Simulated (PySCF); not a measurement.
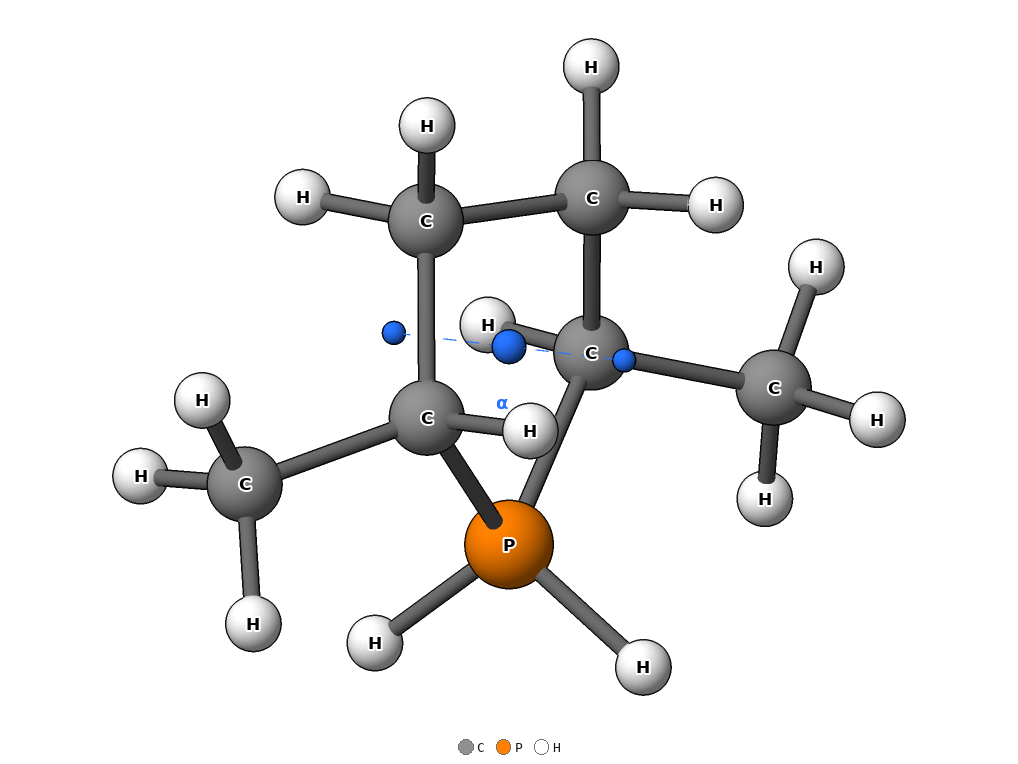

The small points mark where nucleus-independent chemical shifts (NICS) were computed: at the centre of each lettered ring and 1 Å above and below it. Charge +1, singlet. The geometry was computed by an optimisation with GFN2-xTB. No frequency run is at hand to confirm it as a minimum. Level of theory: GIAO PBE0/pcSseg-1 NMR shielding, non-relativistic, gas phase (PySCF 2.14.0).

Give NICS(0), NICS(1) and the out-of-plane component NICS(1)zz for each ring (means of the two sides).

| ring | members | NICS(0) | NICS(1) | NICS(1)zz |
| --- | --- | --- | --- | --- |
| α | C4P | −6.1 | −4.5 | −2.5 |

Values in ppm.

> What do the values say about the ring currents?

Ring α: weak, as in a non-aromatic ring. NICS is one index among several.

The geometry is semi-empirical. Around P such bond lengths and angles can be off by a tenth of an ångström or more and by several degrees, and values that hang on the shape move with them.
